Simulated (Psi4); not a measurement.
# GeSiH5 (SMILES [SiH2][GeH3]): UPBE/cc-pVTZ

Aim: the vertical ionisation energy of GeSiH5 at UPBE/cc-pVTZ, from 2 runs. The job is set up through a Python script.

Program for the calculation: Psi4 1.11.

## (1) The system as given

The species is GeSiH5 (7 atoms), meant as a doublet with charge 0. SMILES: `[SiH2][GeH3]`. The coordinates come from a PBE0-D4/def2-TZVP relaxation.

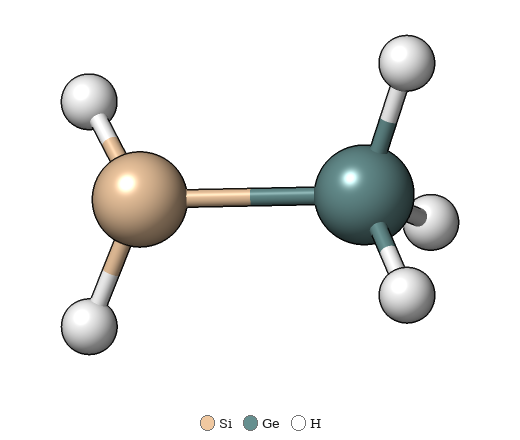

The structure, seen from a chosen angle (silicon light orange, germanium teal, hydrogen white).

## (2) A single-point energy at UPBE/cc-pVTZ

File calc.py:

```python
import psi4

psi4.set_memory(1600000000)
psi4.set_num_threads(1)
psi4.set_output_file('output.dat', False)

mol = psi4.geometry("""
0 2
Si    -0.094700    -1.423600    -0.163400
Ge     0.288700     0.914700    -0.097700
H      0.173200    -2.103400     1.133900
H     -1.456400    -1.784700    -0.645400
H      0.037100     1.517100    -1.489000
H     -0.633800     1.622900     0.913200
H      1.746900     1.189100     0.302700
symmetry c1
""")

psi4.set_options({
    'basis': 'cc-pVTZ',
    'reference': 'uks',
    'puream': True,
    'scf_type': 'pk',
    'dft_radial_points': 99,
    'dft_spherical_points': 590,
    'maxiter': 100,
})

e = psi4.energy('pbe', molecule=mol)
print(f'total energy {e:.8f} hartree = {e * 27.211386:.5f} eV')
```

Started as:

```console
$ python calc.py
```

output.dat:

```text
[...]
  Running in c1 symmetry.
[...]
  Nuclear repulsion =  161.873842239471173
[...]
  Multiplicity = 2
[...]
  Nalpha       = 26
  Nbeta        = 25
[...]
    Number of basis functions: 147
[...]
   @UKS iter   1: -2367.39235811048229   -1.55842e+00   1.63209e-02 ADIIS/DIIS
[...]
   @UKS iter  10: -2369.01334719674787   -2.69770e-08   3.37067e-07 DIIS
[...]
   @S^2 Observed:                7.535832320E-01
[...]
    Orbital Energies [Eh]
    ---------------------
    Alpha Occupied:
       1A   -397.069989     2A    -65.438860     3A    -49.179339
       4A    -43.792271     5A    -43.791856     6A    -43.791837
       7A     -5.973698     8A     -5.067126     9A     -4.188456
      10A     -4.187560    11A     -4.187546    12A     -3.481845
      13A     -3.476451    14A     -3.476119    15A     -1.095596
      16A     -1.095492    17A     -1.094906    18A     -1.093203
      19A     -1.093089    20A     -0.526227    21A     -0.457824
      22A     -0.328317    23A     -0.314012    24A     -0.302531
      25A     -0.276086    26A     -0.191547
    Alpha Virtual:
[...]
  @UKS Final Energy: -2369.01334719674787
   => Energetics <=
    Nuclear Repulsion Energy =            161.8738422394711733
    One-Electron Energy =               -3621.0886641329711892
    Two-Electron Energy =                1191.4322268146563601
    DFT Exchange-Correlation Energy =    -101.2307521179038901
    Empirical Dispersion Energy =           0.0000000000000000
    VV10 Nonlocal Energy =                  0.0000000000000000
    Total Energy =                      -2369.0133471967478727
  UHF NO Occupations:
  HONO-2 :   24  A 1.9996491
  HONO-1 :   25  A 1.9989133
[...]
 Multipole Moments:
 ------------------------------------------------------------------------------------
     Multipole            Electronic (a.u.)      Nuclear  (a.u.)        Total (a.u.)
 ------------------------------------------------------------------------------------
 L = 1.  Multiply by 2.5417464519 to convert [e a0] to [Debye]
 Dipole X            :          2.0266221           -2.0235143            0.0031077
 Dipole Y            :          6.9905300           -6.9605561            0.0299738
 Dipole Z            :         -0.6059431            0.6092153            0.0032722
 Magnitude           :                                                    0.0303117
[...]
```

The script printed:

```text
total energy -2369.01334720 hartree = -64464.13663 eV
```

It took 50 s on 1 thread of AMD EPYC 9R45 (Zen 5), shared host; peak memory 2 GiB.

## (3) The singlet cation, same level

File run.py:

```python
import psi4

psi4.set_memory(1600000000)
psi4.set_num_threads(1)
psi4.core.set_output_file('output.dat', False)

mol = psi4.geometry("""
1 1
Si    -0.094700    -1.423600    -0.163400
Ge     0.288700     0.914700    -0.097700
H      0.173200    -2.103400     1.133900
H     -1.456400    -1.784700    -0.645400
H      0.037100     1.517100    -1.489000
H     -0.633800     1.622900     0.913200
H      1.746900     1.189100     0.302700
units angstrom
symmetry c1
""")

psi4.set_options(dict(reference='rks', puream=True, scf_type='pk', dft_radial_points=99, dft_spherical_points=590))

e_tot, wfn = psi4.energy('pbe/cc-pVTZ', return_wfn=True)
print(f'total energy {e_tot:.8f} hartree = {e_tot * 27.211386:.5f} eV')
```

Started as:

```console
$ python run.py
```

output.dat:

```text
[...]
  Running in c1 symmetry.
[...]
  Nuclear repulsion =  161.873842239471173
[...]
  Multiplicity = 1
[...]
  Nalpha       = 25
  Nbeta        = 25
[...]
    Number of basis functions: 147
[...]
   @RKS iter   1: -2367.13167796572361   -1.29774e+00   1.61839e-02 DIIS/ADIIS
[...]
   @RKS iter  10: -2368.70900442201582   -2.05161e-07   5.07708e-07 DIIS
[...]
    Orbital Energies [Eh]
    ---------------------
    Doubly Occupied:
       1A   -397.275671     2A    -65.729241     3A    -49.384976
       4A    -43.998686     5A    -43.997310     6A    -43.996937
       7A     -6.178846     8A     -5.352716     9A     -4.396036
      10A     -4.391962    11A     -4.390850    12A     -3.772487
      13A     -3.759162    14A     -3.759040    15A     -1.301904
      16A     -1.301561    17A     -1.300049    18A     -1.297191
      19A     -1.296690    20A     -0.745237    21A     -0.676383
      22A     -0.554999    23A     -0.512865    24A     -0.491636
      25A     -0.491156
[...]
  @RKS Final Energy: -2368.70900442201582
   => Energetics <=
    Nuclear Repulsion Energy =            161.8738422394711733
    One-Electron Energy =               -3609.6609416920118747
    Two-Electron Energy =                1180.0327846233876699
    DFT Exchange-Correlation Energy =    -100.9546895928628487
    Empirical Dispersion Energy =           0.0000000000000000
    VV10 Nonlocal Energy =                  0.0000000000000000
    Total Energy =                      -2368.7090044220158234
[...]
 Multipole Moments:
 ------------------------------------------------------------------------------------
     Multipole            Electronic (a.u.)      Nuclear  (a.u.)        Total (a.u.)
 ------------------------------------------------------------------------------------
 L = 1.  Multiply by 2.5417464519 to convert [e a0] to [Debye]
 Dipole X            :          1.7722356           -2.0235143           -0.2512787
 Dipole Y            :          5.0930946           -6.9605561           -1.8674616
 Dipole Z            :         -0.7087041            0.6092153           -0.0994888
 Magnitude           :                                                    1.8869159
[...]
```

Standard output:

```text
total energy -2368.70900442 hartree = -64455.85504 eV
```

Wall time 35 s (1 thread of AMD EPYC 9R45 (Zen 5), shared host); peak memory 2 GiB.

## (4) Results

Level: UPBE/cc-pVTZ.

| quantity | value |
| --- | --- |
| doublet GeSiH5: total energy | -2369.01335 Eh |
| doublet GeSiH5: dipole moment | 0.08 D |
| doublet GeSiH5: HOMO energy (highest over α and β) | -5.21 eV |
| doublet GeSiH5: LUMO energy (lowest over α and β) | -3.58 eV |
| doublet GeSiH5: ⟨S²⟩ | 0.754 |
| singlet cation: total energy | -2368.70900 Eh |
| singlet cation: HOMO energy | -13.37 eV |
| singlet cation: LUMO energy | -11.16 eV |
| singlet cation: HOMO–LUMO gap | 2.21 eV |
| vertical ionisation energy (to the singlet cation) | 8.282 eV |

**Reading.** The vertical ionisation energy comes to 8.28 eV (191 kcal/mol). Only the singlet of the ionised species was computed; a triplet could lie lower.
